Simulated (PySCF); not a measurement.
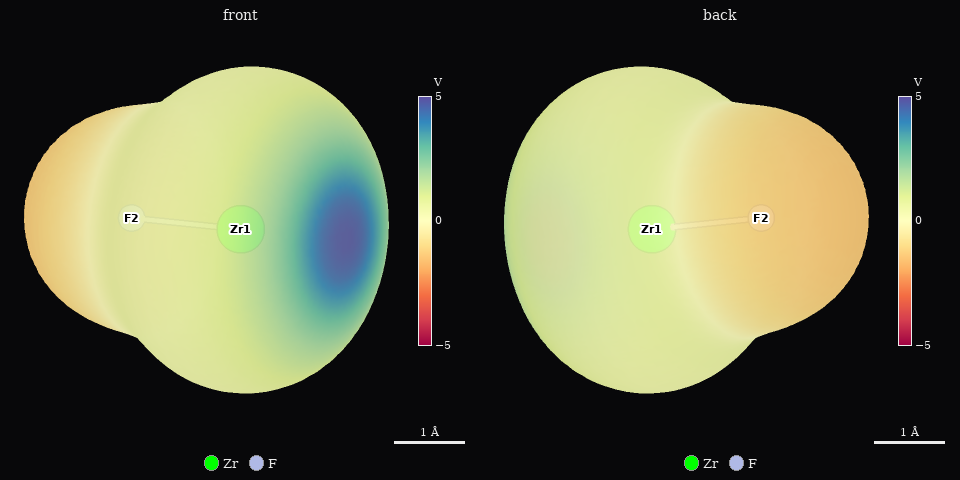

Figure 1: ZrF (quartet). The electrostatic potential painted on the density surface at 0.002 e/bohr³, seen from the front and from behind; red is negative and blue positive.

Core potentials replace the inner electrons of Zr.

Computed with PBE0/def2-TZVPPD, non-relativistic Hamiltonian with scalar-relativistic core potentials where named, at a bond length of 1.885 Å (PySCF).

```yaml
atoms:
  - { symbol: Zr, position_ang: [0.0000, 0.0000, -0.3288] }
  - { symbol: F, position_ang: [0.0000, 0.0000, 1.5562] }
```

Where is the surface potential most negative and most positive?

The most negative region (about −1.4 V) lies over F2, the most positive (about +4.7 V) over Zr1.
